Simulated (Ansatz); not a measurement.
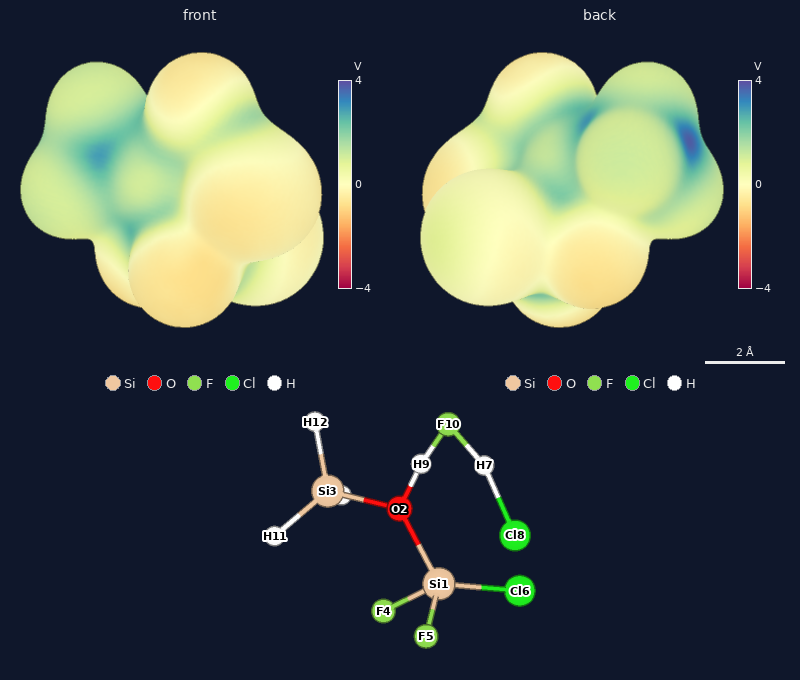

The picture shows: Cl2F3H5OSi2. The electrostatic potential painted on the density surface at 0.004 e/bohr³, seen from the front and from behind; red is negative and blue positive. The bare structure is drawn below in the same view.

A transition-state structure; geometry: PBE0-D4/def2-TZVP.

The calculation used Ansatz, RKS PBE0-D4/def2-TZVPP.

```xyz
13

Si   -0.7558    0.7717    0.9340
O     0.1620   -0.1163   -0.2004
Si   -0.2416   -0.1886   -1.8744
F    -1.7858    1.2393   -0.2256
F    -0.2528    2.2064    1.3476
Cl   -2.0545   -0.2476    2.0996
H     1.7432   -0.8622    1.5587
Cl    1.0536    0.0820    2.5598
H     1.0688   -0.7836    0.1070
F     1.9530   -1.3876    0.5625
H    -0.1581    1.1665   -2.4461
H     0.8330   -1.0620   -2.3949
H    -1.5650   -0.8178   -2.0279
```

Question: Which sites attract a positive test charge, and which a negative one?

Answer: A positive charge is drawn to the negative regions and a negative charge to the positive ones. The most negative region (about −0.8 V, or −18 kcal/mol for a unit charge) lies over F4 and F5, the most positive (about +3.3 V, or +76 kcal/mol for a unit charge) over Si3. Cl6 shows a σ-hole: about +0.8 V, or +18 kcal/mol for a unit charge at the tip opposite its bond, against about −0.1 V on its flanks.
